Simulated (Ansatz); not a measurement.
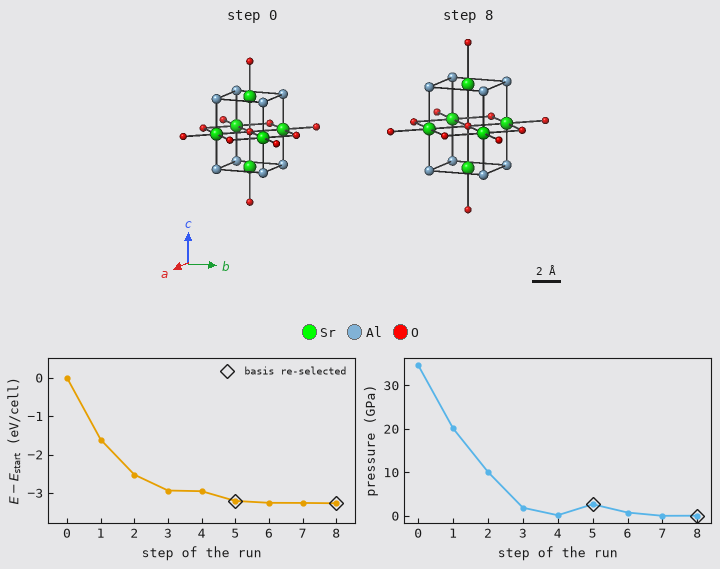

First and last geometry of a relaxation of crystalline Sr$_{2}$AlO (a generated structure, set up in P4/mmm) (coarse preliminary run), with the history of the run. A ball-and-stick model of the cell of the calculation, seen slightly off an axis.

Level of theory: DFT PBE, scalar-relativistic, plane waves, PAW in Ansatz 0.2.0. Settings: plane-wave cutoff 420 eV; k-point mesh 6 × 6 × 4; occupations gaussian; smearing width 0.1 eV; no spin polarisation; cell and atoms relaxed; force threshold 0.04 eV/Å; at most 70 steps.

> Did the run converge, and what did it change?

It converged. The atoms keep their places relative to the cell (all moves are under 0.005 Å). Cell: a = b 3.658 → 4.256 Å (+16.3 %), c 5.167 → 6.138 Å (+18.8 %). Volume +60.8 %. Near-neighbour distances that change, for instance: O–Sr 2.584 → 3.069 Å, Al–Sr 2.584 → 3.069 Å, O–Sr 2.587 → 3.010 Å, Al–Sr 2.587 → 3.010 Å. The space group stays P4/mmm (No. 123). After 6 accepted moves (8 points after the start) the energy has fallen by 3.267 eV per cell of the calculation. All forces vanish by symmetry, so only the cell relaxes. Pressure: 34.63 GPa at the start and 0.04 GPa at the end. The SCF was repeated twice at an unchanged geometry on a basis and grid sized afresh for the cell, which shifted the energy by 0.254 eV per cell of the calculation at most. Cost: 31 s on 1 thread of Arm Neoverse V1 (shared host), peak memory 0.37 GiB.

```csv
step,"E − E(0), meV/atom","pressure, GPa","volume, Å³/atom",note
0,0.00,34.63,17.289,
1,-402.23,20.11,19.691,
2,-630.61,10.09,22.169,
3,-733.87,1.88,25.128,
4,-738.18,0.15,25.918,
5,-801.57,2.67,25.918,"same geometry, new basis"
6,-813.89,0.77,27.201,
7,-814.66,0.02,27.800,
8,-816.78,0.04,27.800,"same geometry, new basis"
```
